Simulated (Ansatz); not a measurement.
**AlBrH₄N₂···H₂: density, localisation and related maps**

The calculation's input:

```
crystal:
  periodic: [false, false, false]
  atoms:
    - { symbol: Al, position_ang: [0.0, 0.0, 0.0] }
    - { symbol: H, position_ang: [0.0, 0.0, 1.91] }
    - { symbol: "N", position_ang: [1.6627, 0.0, -0.96] }
    - { symbol: H, position_ang: [2.1293, -0.9179, -1.2118] }
    - { symbol: H, position_ang: [2.1141, 0.9179, -1.2382] }
    - { symbol: "N", position_ang: [-1.6627, 0.0, -0.96] }
    - { symbol: H, position_ang: [-2.3316, -0.8164, -0.8614] }
    - { symbol: H, position_ang: [-1.9118, 0.8164, -1.5886] }
    - { symbol: Br, position_ang: [0.1215, 2.5689, 0.8545] }
    - { symbol: H, position_ang: [0.0455, 0.9622, 2.0002] }
basis:
  gaussian: { orbitals: def2-SVP }
hamiltonian:
  xc: pbe
  dispersion: d4
relax:
  f_tol: 0.15
  max_steps: 25
  restrain:
    - { distance: [0, 8], at: 2.41, k: 30.0 }
    - { distance: [9, 1], at: 0.66, k: 30.0 }
    - { distance: [0, 1], at: 2.76, k: 30.0 }
    - { distance: [9, 8], at: 2.75, k: 30.0 }
output:
  orbitals: {}
```

Run with:

```sh
ansatz run input.yaml --threads 2 --pin off --max-ram 3072MiB --backend cpu --events-out ev --progress --plain --runs-dir out
```

The fields are those of the run's last geometry, not of the input's.

Not at a stationary point (largest force 1.9 eV/Å).

The calculation used Ansatz, RKS PBE-D4/def2-SVP.

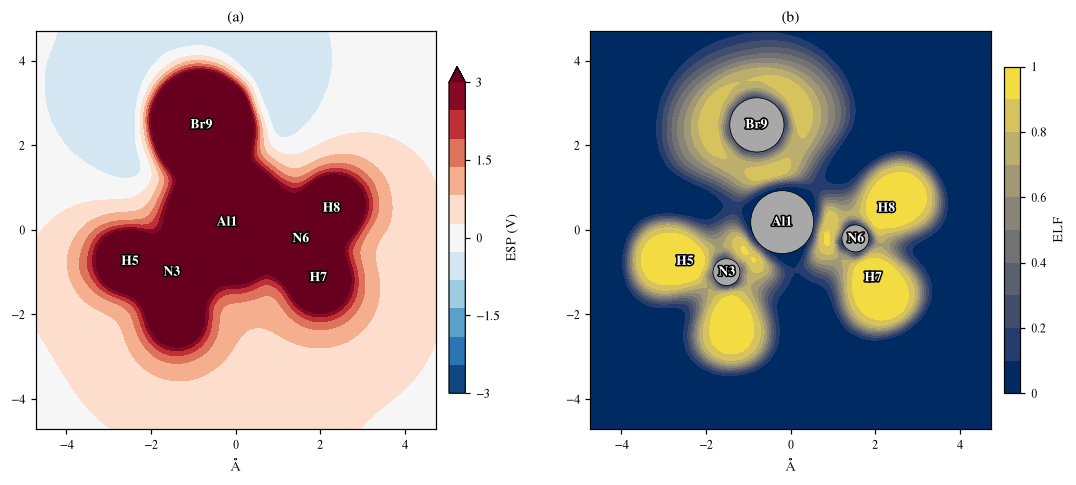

Figure 1. (a) electrostatic potential; (b) electron localisation function on the plane of atoms N6, Al1 and Br9. Grey discs cover the atomic cores in the ELF map.

Question: What does the map show?

Answer:
- Atoms in the plane: Al, N, H and Br.
- Al–N (1.77 Å): the ELF peaks at about 0.90 in the valence shell of N, 0.7 Å from its nucleus, and is about 0.60 at the midpoint.
- Al–Br (2.38 Å): the ELF peaks at about 0.85 in the valence shell of Br, 1.2 Å from its nucleus, and is about 0.85 at the midpoint.
- N–H (1.02 Å): the ELF climbs to about 1 towards the hydrogen, as it does in any bond to H: a covalent bond by its length.
- The ELF also peaks beside Br9, away from the bonds: lone-pair regions.
- Outside the dense part of the complex the potential is most negative (−0.8 V) near Br9.

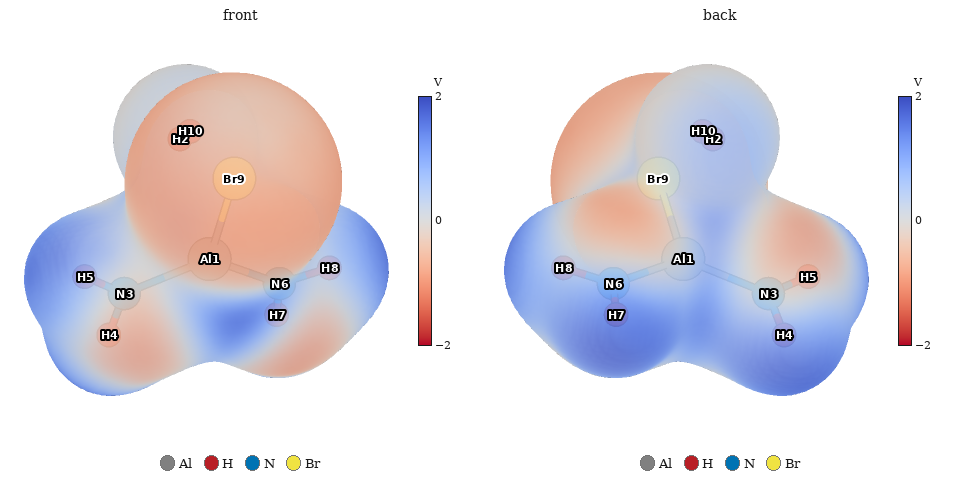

Figure 2. The molecular electrostatic potential painted on the density surface at 0.002 e/bohr³, seen from the front and from behind; red is negative and blue positive.

Question: Describe the electrostatic potential map.

Answer: The most negative region (about −0.8 V, or −18 kcal/mol for a unit charge) lies over Br9, the most positive (about +1.6 V, or +37 kcal/mol for a unit charge) over H4 and H7.

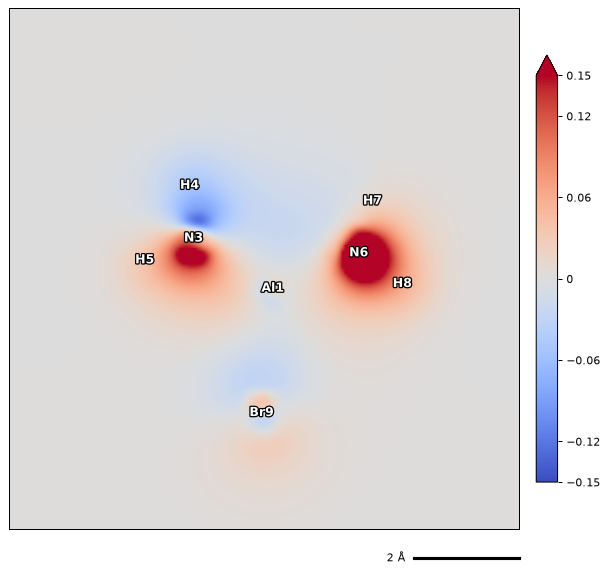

Figure 3. The HOMO on the plane of atoms N3, Al1 and Br9 (values in Å⁻³ᐟ²; the overall sign is arbitrary).

Question: What is the character of this orbital?

Answer: Its weight (Hirshfeld) is mainly on N3 (about 40 %) and N6 (about 40 %); largely a combination of lone pairs on N3 and N6. Its energy is −5.52 eV.

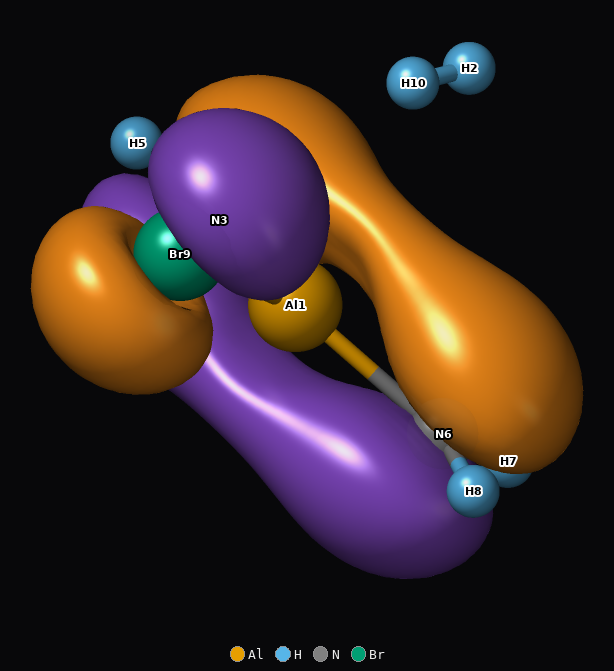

Figure 4. The HOMO−1 at ±0.1 Å⁻³ᐟ² (orange and purple are the two phases), seen at an oblique angle.

Question: What is the character of this orbital?

Answer: By Hirshfeld shares it lies mainly on N3 (about 30 %), N6 (about 30 %), Br9 (about 20 %) and Al1 (about 15 %). Its energy is −6.07 eV.
